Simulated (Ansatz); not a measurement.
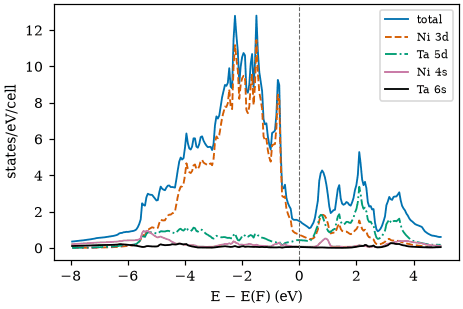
Total and projected density of states of TaNi3 in space group I4/mmm (No. 139; Ni on 4d, Ta on 2a, Ni on 2b), the program Ansatz at the r²SCAN level (PAW)

Problem. Which orbitals carry the states next to the Fermi level?

Solution. Within 0.5 eV of the Fermi level: Ni 3d 59 %, Ta 5d 24 %, Ni 4s 6 %, outside the projected shells 8 %. Projections are on Löwdin-orthogonalised atomic valence shells; empty p or d shells of many metals are not among them.

Problem. Where is the tallest occupied peak in this window, and what makes it?

Solution. Near -1.5 eV, about 13 states/eV per cell; the largest projected share is Ni 3d.

The workflow started from an entry of the Crystallography Open Database (COD), which files this formula under 2 space groups. Whether it is the stable phase at ambient conditions was not checked. The cell was relaxed with r²SCAN under the symmetry of its start; whether a distortion lowers the energy is not shown. The workflow began spin-polarised and lost its moments. Scalar-relativistic: spin–orbit coupling is off unless named, which matters more the heavier the elements.

Potentials: the later of the program's two PAW sets.
